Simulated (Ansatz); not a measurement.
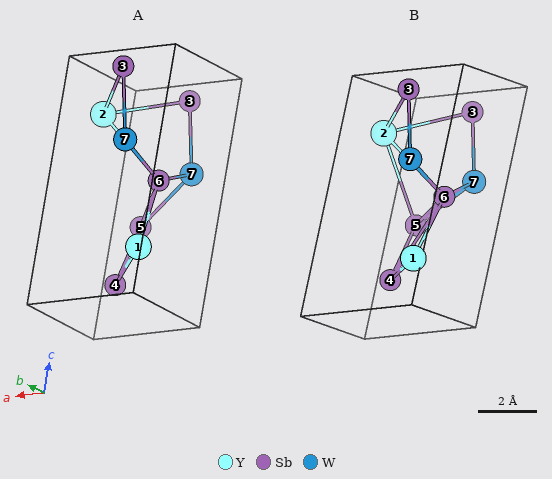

Two geometries of solid Y$_{2}$Sb$_{4}$W (built on the Nd2Sn4Rh-38 type type), drawn at one scale. One is the start of a relaxation, the other its converged end. Style: ball-and-stick. Shown: the cell of the calculation, reduced to other axes, from a free direction. Lengths and directions refer to the drawn axes.

All numbers below come from Ansatz 0.2.0, DFT, PBEsol, plane waves, PAW. Settings: plane-wave cutoff 420 eV; k-point mesh 4 × 4 × 4; occupations fermi dirac; smearing width 0.05 eV; no spin polarisation; cell and atoms relaxed; force threshold 0.01 eV/Å; at most 120 steps.

Which one is relaxed?

Answer. Structure A is the relaxed one. Case: shaken. Over 15 accepted moves (20 points after the start) the energy falls by 64.6 meV per atom. Largest force component: 2.2 eV/Å at the start, 0.0035 eV/Å at the end. Pressure: 1.69 GPa at the start and 0.00 GPa at the end. The line search rejected the trial steps at points 6, 10, 12 of the run. The SCF was repeated twice at an unchanged geometry on a basis and grid sized afresh for the cell, which shifted the energy by 0.2 meV per atom at most. The largest move relative to the cell is that of Y1, 0.46 Å roughly along −b. Largest moves by element: Y 0.46 Å, Sb 0.43 Å, W 0.18 Å. The volume changes by +0.2 %, with a 4.326 → 4.130 Å (−4.5 %), b 4.945 → 5.134 Å (+3.8 %), c 8.603 → 8.774 Å (+2.0 %), α 91.5° → 82.6°. Near-neighbour distances that change, for instance: Y1–Sb6 3.559 → 4.579 Å, Y2–Sb5 3.732 → 4.477 Å, Sb4–Sb5 3.471 → 4.141 Å, Y2–Sb4 3.849 → 3.307 Å. Among the angles between lasting bonds that change: Y1–Sb6–W7 154.6° → 136.6°, Sb5–W7–Sb5 115.9° → 102.9°, Y1–Sb6–W7 67.0° → 79.7°. The space group (tolerance 0.01 Å) goes from P1 (No. 1) to Cm (No. 8).
